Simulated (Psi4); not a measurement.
# UCCSD/DZVP (density fitting, density fitting for correlation, qc module occ) run of GeH3O (SMILES [O][GeH3])

What is the electrostatic solvation energy at fixed shape (ddCOSMO, water) of GeH3O at UCCSD/DZVP (density fitting, density fitting for correlation, qc module occ)? 

The calculation is run with Psi4 1.11.

6 further runs of the same task are left out: 3 for a known fault of the program, 1 that didn't finish, 2 set aside as unsound or not needed.

## (1) The structure to begin with

GeH3O has 5 atoms, charge 0, and is taken as a doublet. As SMILES, `[O][GeH3]`. Geometry: relaxed at PBE0-D4/def2-TZVP.

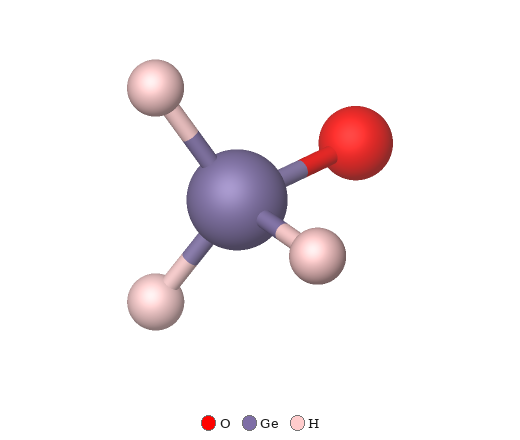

Viewed from a chosen angle; oxygen red, germanium purple, hydrogen pink.

## (2) The energy at UCCSD/DZVP (density fitting, density fitting for correlation, qc module occ)

Contents of geh3o.json:

```json
{
 "schema_name": "qcschema_input",
 "schema_version": 1,
 "molecule": {
  "schema_name": "qcschema_molecule",
  "schema_version": 2,
  "symbols": ["O", "Ge", "H", "H", "H"],
  "geometry": [-2.72857555, 0.79103936, 1.46888412, 0.1366272, -0.10639158, -0.10752542, -0.30651358, -0.17234302, -2.97575173, 1.03556992, -2.67982062, 0.89100587, 1.95718935, 2.02843202, 0.6451525],
  "molecular_charge": 0,
  "molecular_multiplicity": 2,
  "fix_symmetry": "c1",
  "fix_com": true,
  "fix_orientation": true
 },
 "driver": "energy",
 "model": {
  "method": "ccsd",
  "basis": "DZVP"
 },
 "keywords": {
  "reference": "uhf",
  "freeze_core": true,
  "cc_type": "df",
  "scf_type": "df",
  "qc_module": "occ"
 }
}
```

The run is started by

```
$ psi4 --qcschema geh3o.json -n 1 --memory 1600MB
```

stdout:

```text
[...]
  Running in c1 symmetry.
[...]
  Nuclear repulsion =  113.909881341768397
[...]
  Multiplicity = 2
[...]
  Nalpha       = 22
  Nbeta        = 21
[...]
    Number of basis functions: 47
[...]
   @DF-UHF iter   1: -2150.88915373309146   -4.24828e+00   1.95877e-02 DIIS/ADIIS
[...]
   @DF-UHF iter  23: -2151.42110097816567   -1.43700e-10   6.02184e-09 DIIS
[...]
   @S^2 Observed:                7.584630556E-01
[...]
    Orbital Energies [Eh]
    ---------------------
    Alpha Occupied:
       1A   -405.368897     2A    -52.267769     3A    -46.385437
       4A    -46.385112     5A    -46.385103     6A    -20.591566
       7A     -7.288445     8A     -5.266482     9A     -5.264984
      10A     -5.264495    11A     -1.719005    12A     -1.713369
      13A     -1.712724    14A     -1.708612    15A     -1.708462
      16A     -1.333183    17A     -0.747381    18A     -0.645333
      19A     -0.564915    20A     -0.554970    21A     -0.488501
      22A     -0.472908
    Alpha Virtual:
      23A      0.100901    24A      0.153301    25A      0.161341
[...]
  @DF-UHF Final Energy: -2151.42110097816567
   => Energetics <=
    Nuclear Repulsion Energy =            113.9098813417683971
    One-Electron Energy =               -3223.9302663925755041
    Two-Electron Energy =                 958.5992840726416944
    Total Energy =                      -2151.4211009781652137
  UHF NO Occupations:
  HONO-2 :   20  A 1.9990159
  HONO-1 :   21  A 1.9979567
[...]
 Multipole Moments:
 ------------------------------------------------------------------------------------
     Multipole            Electronic (a.u.)      Nuclear  (a.u.)        Total (a.u.)
 ------------------------------------------------------------------------------------
 L = 1.  Multiply by 2.5417464519 to convert [e a0] to [Debye]
 Dipole X            :         15.5383158          -14.7702883            0.7680275
 Dipole Y            :         -2.3759243            2.1000527           -0.2758716
 Dipole Z            :         -7.3161931            6.8706662           -0.4455269
 Magnitude           :                                                    0.9297665
[...]
	DF-SCS-MP2 Total Energy (a.u.)     : -2151.64433287772272
	DF-SOS-MP2 Total Energy (a.u.)     : -2151.64373920665730
	DF-SCS(N)-MP2 Total Energy (a.u.)  : -2151.51466093419140
[...]
	DF-MP2 Total Energy (a.u.)         : -2151.64552021985219
[...]
	DF-CCSD Total Energy (a.u.)        : -2151.67639775181124
[...]
```

The result, in JSON:

```text
{
 "driver": "energy",
 "model": {
  "method": "ccsd",
  "basis": "DZVP"
 },
 "success": true,
 "return_result": -2151.6763977518112,
 "properties": {
  "calcinfo_nbasis": 47,
  "calcinfo_nmo": 47,
  "calcinfo_nalpha": 22,
  "calcinfo_nbeta": 21,
  "calcinfo_natom": 5,
  "nuclear_repulsion_energy": 113.9098813417684,
  "return_energy": -2151.6763977518112,
  "scf_one_electron_energy": -3223.9302663925755,
  "scf_two_electron_energy": 958.5992840726417,
  "scf_dipole_moment": [0.7680275358295106, -0.27587157695890907, -0.4455269348690454],
  "scf_total_energy": -2151.4211009781657,
  "scf_iterations": 23,
  "mp2_same_spin_correlation_energy": -0.05315906592380476,
  "mp2_opposite_spin_correlation_energy": -0.17126017576282415,
  "mp2_singles_energy": 0.0,
  "mp2_doubles_energy": -0.2244192416866289,
  "mp2_correlation_energy": -0.22441924168651894,
  "mp2_total_energy": -2151.645520219852,
  "ccsd_singles_energy": 0.0,
  "ccsd_doubles_energy": -0.25529677364556846,
  "ccsd_correlation_energy": -0.25529677364556846,
  "ccsd_total_energy": -2151.6763977518112
 }
}
```

It took 11 s on 1 thread of Intel Xeon 6975P-C (Granite Rapids), shared host; peak memory 0.21 GiB.

## (3) A single-point energy at UCCSD/DZVP (density fitting, density fitting for correlation, ddCOSMO water, qc module occ)

Contents of run.py:

```python
import numpy as np
from ase.calculators.psi4 import Psi4
from ase import Atoms

mol = Atoms(['O', 'Ge', 'H', 'H', 'H'], positions=[
    [-1.443900, 0.418600, 0.777300],
    [0.072300, -0.056300, -0.056900],
    [-0.162200, -0.091200, -1.574700],
    [0.548000, -1.418100, 0.471500],
    [1.035700, 1.073400, 0.341400],
])
calc = Psi4(atoms=mol, method='ccsd', basis='DZVP', memory='1600MB', num_threads=1, charge=0, multiplicity=2, label='calc', reference='uhf')
calc.psi4.set_options({'freeze_core': True, 'cc_type': 'df', 'scf_type': 'df', 'qc_module': 'occ', 'ddx': True, 'ddx_model': 'cosmo', 'ddx_solvent': 'water', 'ddx_radii_set': 'uff'})
mol.calc = calc

print(f'energy: {mol.get_potential_energy():.6f} eV')
```

The run is started by

```
$ python run.py
```

calc.dat:

```text
[...]
  Running in c1 symmetry.
[...]
  Nuclear repulsion =  113.909881399441815
[...]
  Multiplicity = 2
[...]
  Nalpha       = 22
  Nbeta        = 21
[...]
    Number of basis functions: 47
[...]
   @DF-UHF iter   1: -2150.90564412346157   -4.26474e+00   1.94762e-02 DIIS/ADIIS
[...]
   @DF-UHF iter  22: -2151.42629422837217   -1.22782e-10   5.23170e-09 DIIS
[...]
   @S^2 Observed:                7.582453866E-01
[...]
    Orbital Energies [Eh]
    ---------------------
    Alpha Occupied:
       1A   -405.362284     2A    -52.261005     3A    -46.378712
       4A    -46.378356     5A    -46.378322     6A    -20.597212
       7A     -7.281561     8A     -5.259829     9A     -5.257899
      10A     -5.257465    11A     -1.712637    12A     -1.706388
      13A     -1.705783    14A     -1.701483    15A     -1.701361
      16A     -1.339298    17A     -0.741753    18A     -0.650899
      19A     -0.569171    20A     -0.559208    21A     -0.479670
      22A     -0.466605
    Alpha Virtual:
      23A      0.108394    24A      0.159970    25A      0.166833
[...]
  @DF-UHF Final Energy: -2151.42629422837217
   => Energetics <=
    Nuclear Repulsion Energy =            113.9098813994418151
    One-Electron Energy =               -3223.8615839414064794
    Two-Electron Energy =                 958.5312411311217602
    DD Solvation Energy =                 -0.0058328175297207
    Total Energy =                      -2151.4262942283726261
  UHF NO Occupations:
  HONO-2 :   20  A 1.9990604
[...]
 Multipole Moments:
 ------------------------------------------------------------------------------------
     Multipole            Electronic (a.u.)      Nuclear  (a.u.)        Total (a.u.)
 ------------------------------------------------------------------------------------
 L = 1.  Multiply by 2.5417464519 to convert [e a0] to [Debye]
 Dipole X            :          1.4127685           -0.5033161            0.9094523
 Dipole Y            :         -0.5969711            0.2688943           -0.3280768
 Dipole Z            :         -0.8776693            0.3491948           -0.5284745
 Magnitude           :                                                    1.1018272
[...]
	DF-SCS-MP2 Total Energy (a.u.)     : -2151.64902396164189
	DF-SOS-MP2 Total Energy (a.u.)     : -2151.64845318142852
	DF-SCS(N)-MP2 Total Energy (a.u.)  : -2151.51953866113763
[...]
	DF-MP2 Total Energy (a.u.)         : -2151.65016552206725
[...]
	DF-CCSD Total Energy (a.u.)        : -2151.68120364036440
[...]
```

On the terminal:

```text
energy: -58550.227834 eV
```

Run time: 14 s. Hardware: 1 thread of Intel Xeon 6975P-C (Granite Rapids), shared host; peak memory 0.26 GiB.

## (4) Summary of results

Level: UCCSD/DZVP (density fitting, density fitting for correlation, qc module occ), 10 core orbitals frozen.

| quantity | value |
| --- | --- |
| gas phase: total energy | -2151.67640 Eh |
| gas phase: HOMO energy (Hartree–Fock orbitals) (highest over α and β) | -12.30 eV |
| gas phase: LUMO energy (Hartree–Fock orbitals) (lowest over α and β) | 2.04 eV |
| gas phase: correlation energy (10 core orbitals frozen) | -255.3 mEh |
| gas phase: ⟨S²⟩ of the reference determinant | 0.758 |
| ddCOSMO, water: total energy | -2151.68120 Eh |
| ddCOSMO, water: HOMO energy (Hartree–Fock orbitals) (highest over α and β) | -12.25 eV |
| ddCOSMO, water: LUMO energy (Hartree–Fock orbitals) (lowest over α and β) | 1.97 eV |
| ddCOSMO, water: correlation energy (10 core orbitals frozen) | -254.9 mEh |
| ddCOSMO, water: solvent term in the energy | -15.3 kJ/mol |
| ddCOSMO, water: ⟨S²⟩ of the reference determinant | 0.758 |
| energy change from gas to solvent at fixed shape | -0.131 eV |

The solvent model (ddCOSMO, water) lowers the energy by 0.13 eV (−3.0 kcal/mol) at the same shape. It holds the electrostatic part alone, without cavity or dispersion terms.
